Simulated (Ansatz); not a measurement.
**LaBi (Fm-3m): from the cell to its phonons**

Wanted: vibrations and spectra of LaBi (Fm-3m); the cell is already relaxed. After the zone centre comes a 4×4×4 q mesh on a 12×12×12 k mesh.

Main program and level: Ansatz 0.2.0; DFT PBEsol, scalar-relativistic, plane waves, PAW; PAW set soft_1.

The database entry behind the starting cell differs from later determinations by our own check (about 0.2 % short), so it need not match the best structure at ambient conditions.

### 1. Starting point

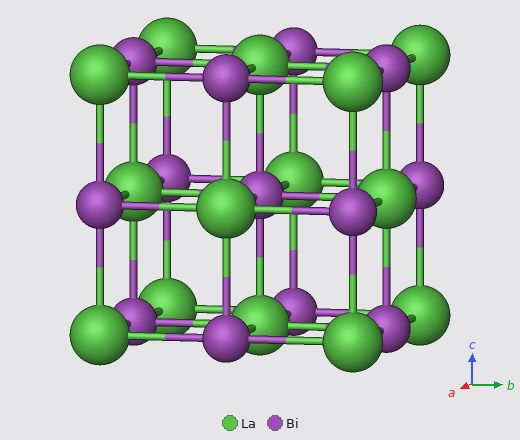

The starting structure, seen slightly off an axis (lanthanum green, bismuth purple). This picture shows the conventional cell, with its axes. Some periodic images of atoms are drawn too.

As a file:

```cif
data_structure
_symmetry_space_group_name_H-M 'P 1'
_symmetry_Int_Tables_number 1
_cell_length_a 4.6365
_cell_length_b 4.6365
_cell_length_c 4.6365
_cell_angle_alpha 60.000
_cell_angle_beta 60.000
_cell_angle_gamma 60.000
_cell_volume 70.48
loop_
_atom_site_label
_atom_site_type_symbol
_atom_site_fract_x
_atom_site_fract_y
_atom_site_fract_z
_atom_site_occupancy
La1 La 0.00000 0.00000 0.00000 1
Bi2 Bi 0.50000 0.50000 0.50000 1
```

### 2. Linear response at the zone centre

The cell comes from relaxations at this level that are not shown. The zone centre comes first: it holds the modes that light can see, as far as symmetry allows. No field response is asked, since the mesh shows no gap.

The input, input.yaml:

```yaml
crystal:
  lattice:
    - [0.0, 3.2785190532, 3.2785190532]
    - [3.2785190532, 0.0, 3.2785190532]
    - [3.2785190532, 3.2785190532, 0.0]
  atoms:
    - { symbol: La, position: [0.0, 0.0, 0.0] }
    - { symbol: Bi, position: [0.5, 0.5, 0.5] }
kpoints:
  mp_grid: { grid: [12, 12, 12] }
hamiltonian:
  xc: pbesol
  pseudopotentials: { kind: paw, azcp: { folder: soft_1 }, xc_functional: pbe }
scf:
  occupations: { method: methfessel_paxton, width: 0.2 }
output:
  eigenvalues: true
phonons:
  method: dfpt
```

Launch:

```
$ ansatz run input.yaml --threads 4 --pin off --max-ram 10240MiB --backend cpu --events-out ev --progress --plain --runs-dir out
```

Numbers of over 12 decimals in the logs are rounded to 6 here.

Log:

```text
Engine: ansatz 0.2.0, aarch64-unknown-linux-gnu
Pseudopotentials: kind: paw
Pseudopotential: La, paw, valence charge 11, recommended cutoff 420 eV (normal), soft_1/La.paw.azcp
Pseudopotential: Bi, paw, valence charge 15, recommended cutoff 420 eV (normal), soft_1/Bi.paw.azcp
Functional definition: PBEsol
  exchange = pbesol_x
  correlation = pbesol_c
Crystal: 2 atoms, lattice volume = 70.480 Å³
Basis set: ecut = 420 eV, 1411 PW (Γ), exchange–correlation on 64×64×64 points (8 copies of the dense FFT grid, shifted against one another)
Bands: 17, of which v1, the nominal top of the filled ones, is band 13 counted from 1 (12 counted from 0)
Symmetry: 48 space group operations
k-points: 163 of 1728 (irreducible under 8 space group operations, time reversal used)
Non-local potential: La, projectors of the file, l = 0: 3, l = 1: 2, l = 2: 2, l = 3: 3
Non-local potential: Bi, projectors of the file, l = 0: 2, l = 1: 2, l = 2: 2, l = 3: 1
PAW form: soft (Blöchl's): semilocal exchange-correlation on the pseudo side does not see the compensation charge
PAW frozen core: La, regenerated for the run's functional, and the local potential with it (the file was generated under x = pbe(κ = 0.804, μ = 0.219515), c = pbe(β = 0.066725))
PAW frozen core: Bi, regenerated for the run's functional, and the local potential with it (the file was generated under x = pbe(κ = 0.804, μ = 0.219515), c = pbe(β = 0.066725))
PAW one-centre angular grid: La, 590 points (default); XC on 64 Gauss nodes
PAW one-centre angular grid: Bi, 590 points (default); XC on 64 Gauss nodes
Initial density: superposition of atomic densities (chi_scale 0.1, normalization cell, long waves kept (reshape's long-wave potential 0.00 eV rms))
Initial wavefunctions: pseudopotential atomic-orbital guess
Functional: x = pbesol(κ = 0.804, μ = 0.123457), c = pbesol(β = 0.046)
SCF iter   1: F=—  HF=-18408.485802 eV  |F-HF|=—  |Δ(HF+E_count)|=         —  Δρ=3.19e-2  dr2=1.42e0  ethr=3.10e-3  ⟨swp⟩=5.0  Hψ=23792  notcnv=0
automatic band count: the SCF goes on with 21 bands, as 17 were too few: they end inside the smearing window of the response
preconditioner: auto → Kerker (q_TF=auto, 2.311 Å⁻¹)  [metal: Δε(μ)=0.126 eV  Ē_g=14.871 eV  σ=0.200 eV  W_gap=0.48  n_scr=14 (ndim 8)  ℏωp=21.7 eV  f_vac=0.000  D(μ)=0.42/eV (n_scr^D=0)]
SCF iter   2: F=—  HF=-18408.115501 eV  |F-HF|=—  |Δ(HF+E_count)|=   3.70e-1  S|Δr|=    0.00e0  Δρ=1.58e-2  dr2=2.56e-1  ethr=3.10e-3  ⟨swp⟩=3.6  Hψ=7940  notcnv=0  defer=187
preconditioner: auto → none  [insulator: Δε(μ)=0.152 eV  Ē_g=15.794 eV  σ=0.200 eV  W_gap=0.53  n_scr=14 (ndim 8)  ℏωp=21.7 eV  f_vac=0.000  D(μ)=0.29/eV (n_scr^D=0)  ε∞_Penn≈2.9]
SCF iter   3: F=—  HF=-18408.059576 eV  |F-HF|=—  |Δ(HF+E_count)|=   5.59e-2  S|Δr|=    0.00e0  Δρ=3.65e-3  dr2=1.15e-2  ethr=9.83e-4  ⟨swp⟩=2.0  Hψ=6312  notcnv=0  defer=188
SCF iter   4: F=—  HF=-18408.058842 eV  |F-HF|=—  |Δ(HF+E_count)|=   7.34e-4  S|Δr|=    0.00e0  Δρ=1.23e-3  dr2=1.13e-3  ethr=4.41e-5  ⟨swp⟩=2.0  Hψ=6485  notcnv=0  defer=188
SCF iter   5: F=—  HF=-18408.058589 eV  |F-HF|=—  |Δ(HF+E_count)|=   2.53e-4  S|Δr|=    0.00e0  Δρ=1.36e-4  dr2=6.87e-6  ethr=4.36e-6  ⟨swp⟩=2.0  Hψ=6120  notcnv=0  defer=188
SCF iter   6: F=—  HF=-18408.058588 eV  |F-HF|=—  |Δ(HF+E_count)|=   6.04e-7  S|Δr|=    0.00e0  Δρ=2.64e-5  dr2=2.81e-7  ethr=2.64e-8  ⟨swp⟩=2.0  Hψ=5376  notcnv=0  defer=188
SCF iter   7: F=—  HF=-18408.058591 eV  |F-HF|=—  |Δ(HF+E_count)|=   2.85e-6  S|Δr|=    0.00e0  Δρ=2.46e-6  dr2=3.96e-9  ethr=1.08e-9  ⟨swp⟩=2.0  Hψ=5366  notcnv=0  defer=187
SCF iter   8: F=—  HF=-18408.058591 eV  |F-HF|=—  |Δ(HF+E_count)|=   2.72e-9  S|Δr|=    0.00e0  Δρ=4.26e-7  dr2=9.77e-11  ethr=1.52e-11  ⟨swp⟩=2.1  Hψ=5396  notcnv=0  defer=187
SCF iter   9: F=—  HF=-18408.058591 eV  |F-HF|=—  |Δ(HF+E_count)|=  8.00e-11  S|Δr|=    0.00e0  Δρ=1.31e-7  dr2=1.04e-11  ethr=1.00e-12  ⟨swp⟩=11.2  Hψ=18404  notcnv=0
SCF iter  10: F=-18408.058591 eV  HF=-18408.058591 eV  |F-HF|=3.64e-12  |Δ(HF+E_count)|=  2.91e-11  S|Δr|=    0.00e0  Δρ=4.12e-8  dr2=9.10e-13  ethr=1.00e-12  ⟨swp⟩=5.0  Hψ=12491  notcnv=0
SCF 1 converged in 10 iterations: F = -18408.058591 eV  dr2 = 9.10e-13
  greatest PAW one-centre occupation: 0.986 electrons in one spin orbital (limit 2), on the Bi atom at site 1 (counted from 0), in its partial waves of l = 2
DFPT response loops at Γ: preconditioner auto → Kerker (q_TF=auto, 2.311 Å⁻¹) (partly filled bands, converged f_vac=0.000); β = 1.00, the filter's whole step (`scf.mixing.beta` (0.50) is not read by the response loops under this deck's `scf.mixing.preconditioner`; to damp them name `kerker` or `kerker_dos`, under which they read `scf.mixing.beta`, and type it under 1.00, their step now; both keys bind the ground state too); Broyden in place of MSR1
SCF converged after 10 iterations
Stability not checked: this state was not tested for a lower state beside it, because cold or Methfessel-Paxton smearing, or corrected tetrahedra, fill the levels in a way that the test cannot read (fill_not_monotonic; see scf.lower_state_search)
Free energy (F): -18408.058591 eV
Harris-Foulkes:  -18408.058591 eV  (|F-HF|=3.64e-12)
Internal energy: -18408.059778 eV  (E = F + TS)
E sigma→0 (E₀):  -18408.058888 eV
Entropy (-TS):   0.001187 eV (0.594 meV/atom)
Fermi energy:    10.183869 eV
Step filling:    the computed levels leave a gap of 0.0739 eV = 0.4 smearing widths at the electron count; against every level under it full and every level over it empty, smearing changes F+E_penalty+E_count by +0.297 meV and its σ→0 estimate by +2.91e-4 meV
--- Per-component energies (eV) ---
  E_band       = -144.557684
  E_kinetic    = 442.714033
  E_local      = -1724.472489  (includes V_loc(G=0)·N_el)
  E_nonlocal   = 499.052573
  E_hartree    = 643.937325
  E_xc         = -291.314589
  E_vxc        = -274.698934  (∫ρ·V_xc dr)
  E_paw        = -15841.498233  (= ΣΔE_a)
  E_vpaw       = -375.027765  (= ΣTr[D̂ρ^β])
  E_aug_tail   = 0.000207  (compensation charges beyond the density's cutoff)
  E_ewald      = -2136.737436
  E_core_change = 0.258830  (= ΣΔE_core)
  E_smearing   = 0.001187  (= −TS)
  E_closure    = 0.000000  (closes the sum)
  Σ components = -18408.058591   (vs F -18408.058591, Δ=0.00e0)
--- Band table (eV; the first three rows and the last of 163) ---
  k-point 0: bands = [... 9 lower, -0.3483, 10.4106, 10.4106, 10.4106, 11.3701, 11.3701, 11.3701, 11.9019, ... 4 higher]
  k-point 1: bands = [... 9 lower, -0.2815, 9.9190, 10.1583, 10.1583, 11.3844, 11.4510, 11.4510, 11.9850, ... 4 higher]
  k-point 2: bands = [... 9 lower, -0.0966, 9.0278, 9.6657, 9.6657, 11.3763, 11.6262, 11.6262, 12.1091, ... 4 higher]
  k-point 162: bands = [... 9 lower, 0.3305, 8.3638, 8.6959, 8.6959, 11.7442, 11.7442, 12.1159, 12.1159, ... 4 higher]
--- Phonons (Γ-DFPT): 2 representative perturbations + reference, on 163 of 1728 k-points (Σ response iterations 6) ---
  k mesh reduced under 8 symmetry operations, with k and −k counted as one. Each operation leaves every solved perturbation unchanged. A smaller set is not used because it would not reduce the number of displacements times k-points to solve
  ASR residual: 2.188e-5 → 0.000e0 eV/Å²; symmetrization residual: 2.834e-6 eV/Å²
  ASR residual per site (eV/Å²): 1.01e-5 2.19e-5
  Γ frequencies (cm⁻¹): 0.00 0.00 0.00 109.09 109.09 109.09
  non-analytic LO–TO correction: not included (Born effective charges unavailable; polar crystals: no LO–TO splitting at Γ)
```

Elapsed: 15 s, on 4 threads of Arm Neoverse V2, shared host; peak memory 0.99 GiB.

In the SCF lines HF is the Harris–Foulkes energy and dr2 the Hartree energy of the density residual, in eV; the loop may stop once dr2 is under the threshold and the program's other checks hold. Hψ counts applications of the Hamiltonian.

Numbers from this step:

```
volume per atom                                         : 35.24 Å³
gap on the k-mesh                                       : 0 eV
sum-rule residual before enforcement                    : 2.19e-5 eV/Å²
point group                                             : m-3m
highest optical mode at the zone centre (no LO-TO term) : 109.1 cm⁻¹
lowest optical zone-centre mode                         : 109.1 cm⁻¹
```

Patterns of degenerate modes are one choice out of their space. Modes at Γ, with each element's share of the kinetic energy:

```tsv
mode	frequency (cm⁻¹)	symmetry	La %	Bi %
1	0.0	acoustic	40	60
2	0.0	acoustic	40	60
3	0.0	acoustic	40	60
4	109.1	T1u	60	40
5	109.1	T1u	60	40
6	109.1	T1u	60	40
```

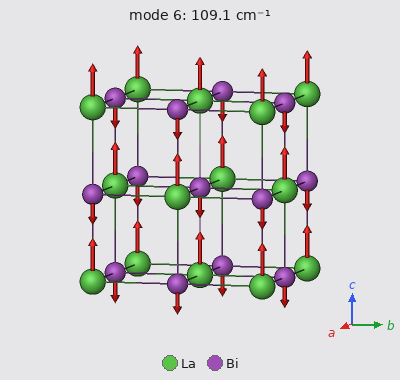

Displacement patterns of mode 6 at Γ; arrows are exaggerated. Some periodic images of atoms are drawn too.

Before it was imposed, the acoustic sum rule was missed by 2.2e-5 eV/Å². Small misses are needed for a sound result but don't prove that mesh and cutoff are converged. The lowest optical mode is real, 109 cm⁻¹.

### 3. The dispersion

Stability and thermal properties need the whole zone. Linear response on a 4×4×4 q mesh gives force constants as far as a supercell of that size would.

Edit input.yaml of step 2 so:

```diff
@@ -19 +19,8 @@
   method: dfpt
+  qmesh: [4, 4, 4]
+  temperatures: { t_max: 1000, t_step: 50 }
+  qpath:
+    path:
+      - [[0.0, 0.0, 0.0], [0.5, 0.0, 0.5], [0.625, 0.25, 0.625]]
+      - [[0.375, 0.375, 0.75], [0.0, 0.0, 0.0], [0.5, 0.5, 0.5], [0.5, 0.25, 0.75], [0.5, 0.0, 0.5]]
+    npoints: 10
```

Log:

```text
[...]
Crystal: 2 atoms, lattice volume = 70.480 Å³
Basis set: ecut = 420 eV, 1411 PW (Γ), exchange–correlation on 64×64×64 points (8 copies of the dense FFT grid, shifted against one another)
Bands: 17, of which v1, the nominal top of the filled ones, is band 13 counted from 1 (12 counted from 0)
Symmetry: 48 space group operations
k-points: 72 of 1728
[...]
SCF iter   1: F=—  HF=-18408.485749 eV  |F-HF|=—  |Δ(HF+E_count)|=         —  Δρ=3.19e-2  dr2=1.42e0  ethr=3.10e-3  ⟨swp⟩=5.0  Hψ=10579  notcnv=0
[...]
SCF iter   9: F=-18408.058591 eV  HF=-18408.058591 eV  |F-HF|=1.46e-11  |Δ(HF+E_count)|=  8.00e-11  S|Δr|=    0.00e0  Δρ=1.22e-7  dr2=9.22e-12  ethr=1.00e-12  ⟨swp⟩=11.2  Hψ=8082  notcnv=0
SCF 1 converged in 9 iterations: F = -18408.058591 eV  dr2 = 9.22e-12
[...]
iter 1 solved again at ethr=6.03e-7 eV; its pass at ethr=3.10e-3 eV (dr2=1.57e-4 eV) is discarded
SCF iter   1: F=—  HF=-18408.058595 eV  |F-HF|=—  |Δ(HF+E_count)|=         —  Δρ=1.27e-6  dr2=7.99e-10  ethr=6.03e-7  ⟨swp⟩=3.0  Hψ=9277  notcnv=0
eigensolver tolerance schedule: the retry pair's looser diagonalisation over-reported the residual by 196147.37 of it (diagonalisation noise at an unbounded share of the residual, at the tolerance the schedule requests for it); recorded, not acted on — ethr = c·dr2/N_el stays at c = 1.0e-1
[...]
SCF iter   2: F=—  HF=-18408.058591 eV  |F-HF|=—  |Δ(HF+E_count)|=   4.14e-6  S|Δr|=    0.00e0  Δρ=6.32e-7  dr2=1.73e-10  ethr=3.07e-12  ⟨swp⟩=4.0  Hψ=3786  notcnv=0
[...]
SCF iter   5: F=-18408.058591 eV  HF=-18408.058591 eV  |F-HF|=7.28e-12  |Δ(HF+E_count)|=  3.64e-12  S|Δr|=    0.00e0  Δρ=1.01e-7  dr2=4.77e-12  ethr=1.00e-12  ⟨swp⟩=2.3  Hψ=2430  notcnv=0
SCF 2 converged in 5 iterations: F = -18408.058591 eV  dr2 = 4.77e-12
phonons: the bands overlap, so this run is a metal and interpolates without the dipole-dipole term. If the crystal is really an insulator or semiconductor, its LO-TO splitting is missing
NSCF: frozen V_eff on 72 k-points
WARN: eigensolver did not converge in 4 slots of this pass, the one above among them; of largest residual over every band (k=66): 1 band(s) unlocked (lowest unlocked band 20, counted from 0; max residual 3.29e-4 eV among the unlocked bands, 3.29e-4 eV over every band); of lowest unlocked band (k=32): band 20
[...]
DFPT response loops at q = (0, 0, 0) (fractional): preconditioner auto → Kerker (q_TF=auto, 2.311 Å⁻¹) (partly filled bands, converged f_vac=0.000); β = 1.00, the filter's whole step (`scf.mixing.beta` (0.50) is not read by the response loops under this deck's `scf.mixing.preconditioner`; to damp them name `kerker` or `kerker_dos`, under which they read `scf.mixing.beta`, and type it under 1.00, their step now; both keys bind the ground state too); Broyden in place of MSR1
[...]
SCF converged after 9 iterations
[...]
Free energy (F): -18408.058591 eV
[...]
Internal energy: -18408.059778 eV  (E = F + TS)
E sigma→0 (E₀):  -18408.058888 eV
Entropy (-TS):   0.001187 eV (0.594 meV/atom)
Fermi energy:    10.183870 eV
[...]
--- Band table (eV; the first three rows and the last of 72) ---
  k-point 0: bands = [... 9 lower, -0.3483, 10.4106, 10.4106, 10.4106, 11.3701, 11.3701, 11.3701, 11.9019, ... 4 higher]
  k-point 1: bands = [... 9 lower, -0.2815, 9.9190, 10.1583, 10.1583, 11.3844, 11.4510, 11.4510, 11.9850, ... 4 higher]
  k-point 2: bands = [... 9 lower, -0.0966, 9.0278, 9.6657, 9.6657, 11.3763, 11.6262, 11.6262, 12.1091, ... 4 higher]
  k-point 71: bands = [... 9 lower, 0.3305, 8.3638, 8.6959, 8.6959, 11.7442, 11.7442, 12.1159, 12.1159, ... 4 higher]
--- Phonons (Γ-DFPT): 2 representative perturbations + reference (Σ response iterations 6) ---
  ASR residual: 6.790e-5 → 0.000e0 eV/Å²; symmetrization residual: 9.990e-7 eV/Å²
  ASR residual per site (eV/Å²): 3.85e-5 6.79e-5
  Γ frequencies (cm⁻¹): 0.00 0.00 0.00 109.09 109.09 109.09
--- Phonons (arbitrary-q DFPT): 8 irreducible q on the 4×4×4 mesh ---
  q = [0.0000, 0.0000, 0.0000] (star 1, of the zone-centre solve; hermiticity 5.47e-7, symmetrization 1.59e-12): -0.00 -0.00 0.00 109.09 109.09 109.09
  q = [0.0000, 0.0000, 0.2500] (star 8, 2 solved perturbations on 936 of 1728 k-point pairs; hermiticity 3.43e-6, symmetrization 5.50e-13): 48.77 48.77 62.42 106.47 106.47 134.09
[...]
q = [0.0000, 0.2500, 0.2500] (star 6, 4 solved perturbations in 1608 linear systems a pass and spin channel, the states on 510 of 1728 k-point pairs; hermiticity 8.81e-7, symmetrization 1.42e-13): 31.72 31.72 82.30 112.39 112.55 112.55
[...]
sum rule: each row above includes the acoustic sum rule's correction from the zone centre's row sums; it moved no ω² by more than (0.30 cm⁻¹)²
  mesh force constants: q→R imaginary residual 4.11e-18; ASR residual 6.790e-5 → 0.000e0 eV/Å²; symmetrization residual 4.441e-15 eV/Å²
  interpolated dispersion: 62 rows × 6 modes
  density of states and harmonic sums: on the 16×16×16 q-mesh, interpolated from the force constants of a 4×4×4 supercell (no non-analytic term)
  largest difference from the sums on the solved wave vectors: F 1.43e-2 eV, S 1.82e-5 and C_V 3.98e-6 eV/K
  zero-point energy: 0.033013 eV/cell   skipped modes (ω ≤ 0): 3   left out of the sums: 1.22e-4 of the cell's modes: C_V's classical limit lies that fraction below 3 k_B per atom; for a crystal, a wire or a layer, F and S can be off by more, and a phonons.interpolated_qmesh denser along its periods is the remedy for the sampling
```

Run time: 7 min. Hardware: 4 threads; peak memory 5.6 GiB.

Numbers from this step:

```
sum-rule residual before enforcement                    : 6.79e-5 eV/Å²
lowest frequency on the path                            : 0 cm⁻¹
highest frequency on the path or at a solved wavevector : 138.5 cm⁻¹
mean frequency                                          : 88.8 cm⁻¹
Debye temperature (second moment)                       : 173 K
logarithmic mean frequency                              : 83.2 cm⁻¹
lowest mode on the q mesh (acoustic modes at Γ apart)   : 31.72 cm⁻¹
zero-point energy per atom                              : 16.51 meV
heat capacity at 300 K                                  : 24.53 J/(mol atoms K)
vibrational entropy at 300 K                            : 48.06 J/(mol atoms K)
```

Frequencies (cm⁻¹) solved at each irreducible wavevector; negative means imaginary. Frequencies by wavevector, by row:

```tsv
q in reciprocal lattice units	star	mode 1	mode 2	mode 3	mode 4	mode 5	mode 6
0 0 0	1	0	0	0	109.1	109.1	109.1
0 0 0.25	8	48.8	48.8	62.4	106.5	106.5	134.1
0 0 -0.5	4	79.8	79.8	91.8	92.5	92.5	136
0 0.25 0.25	6	31.7	31.7	82.3	112.4	112.5	112.5
0 0.25 -0.5	24	61.3	67.7	72.5	106.5	112.6	126.4
0 0.25 -0.25	12	43.6	78.2	88.3	96	117.9	123.9
0 -0.5 -0.5	3	46.9	46.9	59.7	111.1	111.1	121.6
0.25 -0.5 -0.25	6	53.7	53.7	85.2	112.2	119.8	119.8
```

(Continued in part 2 of 2.)

[Logs are printed without paths, hosts, clocks, repeated set-up lines and the standing remarks that a program may print on its own settings, such as how far it seeks lower states.]

[Hosts, paths, dates, database ids (printed as entryN), source tags and the programs' standing remarks are cut or masked in the printed files.]
